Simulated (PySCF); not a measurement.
**SiHF (SMILES F[SiH]): SVWN5/STO-6G**

Aim: the vertical ionisation energy of SiHF at SVWN5/STO-6G, from 2 runs. The job is set up through a Python script.

The calculation is run with PySCF 2.14.0.

9 further runs of the same task are left out: 9 set aside as unsound or not needed.

## (1) Starting point

The species is SiHF (3 atoms), meant as a singlet with charge 0. SMILES: `F[SiH]`. The coordinates come from a PBE0-D4/def2-TZVP relaxation.

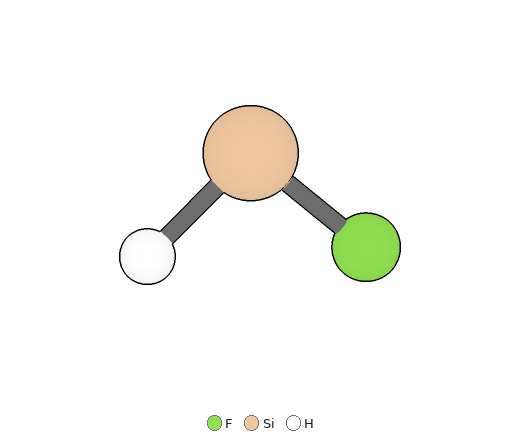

The structure, seen from a chosen angle (fluorine green, silicon light orange, hydrogen white).

## (2) A single-point energy at SVWN5/STO-6G

File run.py:

```python
from pyscf import gto, dft

mol = gto.M(
    atom=[
    ('F', (-1.090200, 0.024400, -0.602300)),
    ('Si', (0.186800, 0.629400, 0.173800)),
    ('H', (0.892400, -0.718600, 0.415300)),
],
    verbose=3,
    max_memory=1860,
    charge=0,
    spin=0,
    basis='sto-6g',
)

mf = dft.RKS(mol)
mf.xc = 'svwn'
mf.conv_tol = 1e-10
mf.grids.level = 5
mf.kernel()
if not mf.converged:
    mf = mf.newton().run(mf.mo_coeff, mf.mo_occ)

etot = mf.e_tot
print('E(%s) = %.9f' % ('SVWN5', etot))
```

Run with:

```sh
OMP_NUM_THREADS=1 python run.py
```

Log:

```text
converged SCF energy = -386.432608927491
E(SVWN5) = -386.432608927
```

Wall time 2.6 s (1 thread of Arm Neoverse N1, shared host); peak memory 0.13 GiB.

## (3) The doublet cation, same level

File input.py:

```python
from pyscf import gto, dft

mol = gto.M(
    atom='''
F     -1.090200     0.024400    -0.602300
Si     0.186800     0.629400     0.173800
H      0.892400    -0.718600     0.415300
''',
    spin=1,
    max_memory=1860,
    verbose=3,
    charge=1,
    basis='sto-6g',
)

mf = dft.UKS(mol, xc='svwn')
mf.conv_tol = 1e-10
mf.grids.level = 5
mf.kernel()
if not mf.converged:
    mf = mf.newton().run(mf.mo_coeff, mf.mo_occ)

energy = mf.e_tot
print('E = %.10f Eh' % energy)
```

Run with:

```sh
OMP_NUM_THREADS=1 python input.py
```

Log:

```text
converged SCF energy = -386.196116024211  <S^2> = 0.75164534  2S+1 = 2.0016447
E = -386.1961160242 Eh
```

Run time: 3.6 s. Hardware: 1 thread of Arm Neoverse N1, shared host; peak memory 0.13 GiB.

## (4) Outcome

Level: SVWN5/STO-6G.

| quantity | value |
| --- | --- |
| singlet SiHF: total energy | -386.43261 Eh |
| singlet SiHF: dipole moment | 0.20 D |
| singlet SiHF: HOMO energy | -1.57 eV |
| singlet SiHF: LUMO energy | 1.00 eV |
| singlet SiHF: HOMO–LUMO gap | 2.56 eV |
| doublet cation: total energy | -386.19612 Eh |
| doublet cation: HOMO energy (highest over α and β) | -12.42 eV |
| doublet cation: LUMO energy (lowest over α and β) | -11.21 eV |
| doublet cation: ⟨S²⟩ | 0.752 |
| vertical ionisation energy (to the doublet cation) | 6.435 eV |

What this shows: Removing an electron at fixed nuclei costs 6.44 eV (148 kcal/mol). The negative HOMO energy of the first species, 1.57 eV, lies 4.87 eV below that difference. In a minimal basis such a difference can be off by several eV, whatever the method. Mulliken charges (singlet SiHF) run from -0.18 on H3 to +0.35 on Si2; they depend strongly on the basis.
